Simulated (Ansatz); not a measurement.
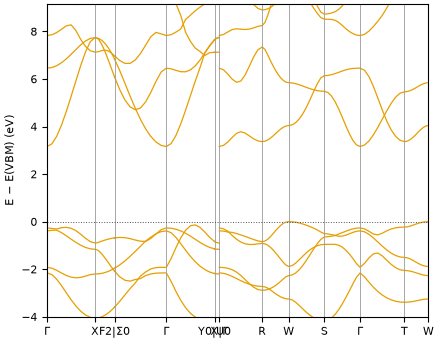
Fig. 1. Band structure from PBEsol in the plane-wave PAW code Ansatz

### Question
Read off the gap and where the band edges lie.

### Answer
About 3.2 eV (3.16 eV by a search for the band edges); maximum at W, minimum at Γ.

The material is LiC in space group Immm (No. 71; Li on 4j, C on 4g).

The first step of the workflow began from a Materials Project structure, measured or hypothetical; the Crystallography Open Database files this formula in space group No. 71, but the cells were not matched. Its standing as an ambient phase is unchecked. The cell was relaxed with PBEsol under the symmetry of its start; whether a distortion lowers the energy is not shown.

Potentials: the later of the program's two PAW sets.
